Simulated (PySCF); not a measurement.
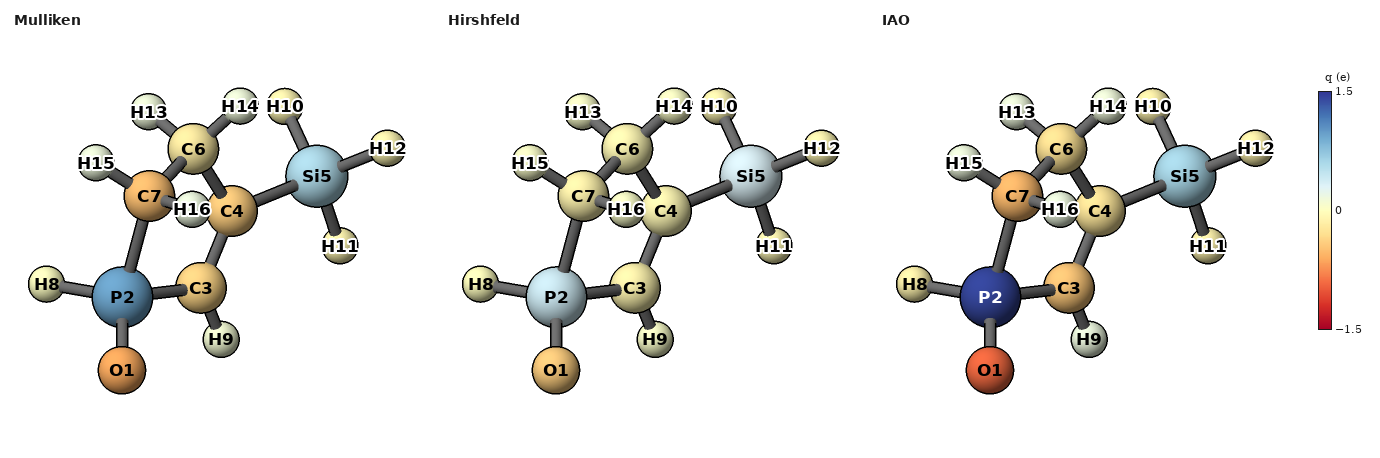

Atomic charges of one calculation by 3 schemes, on one colour scale. The geometry was computed by an optimisation with GFN2-xTB. No frequency run is at hand to confirm it as a minimum. Method: PBE0/pcSseg-1 (PySCF 2.14.0).

### Which scheme gives the most polar picture (largest mean size of the charges)?

The IAO charges are the largest in size here, and the Hirshfeld charges the smallest.

### On which atom do the schemes disagree most?

On P2 (from 0.40 to 1.41 e).

List the charges (e), one line for each set of equivalent atoms.

```csv
atom,Mulliken,Hirshfeld,IAO
O1,−0.60,−0.41,−0.91
P2,0.93,0.40,1.41
C3,−0.36,−0.10,−0.44
C4,−0.41,−0.07,−0.23
Si5,0.57,0.32,0.60
C6,−0.17,−0.07,−0.26
C7,−0.48,−0.11,−0.53
H8,0.02,−0.01,−0.11
H9,0.12,0.06,0.17
H10,−0.08,−0.07,−0.11
H11,−0.09,−0.07,−0.11
H12,−0.08,−0.07,−0.11
H13,0.15,0.05,0.15
H14,0.14,0.05,0.15
H15,0.16,0.05,0.16
H16,0.17,0.06,0.17
```

The geometry is semi-empirical. Around P, Si such bond lengths and angles can be off by a tenth of an ångström or more and by several degrees, and values that hang on the shape move with them.
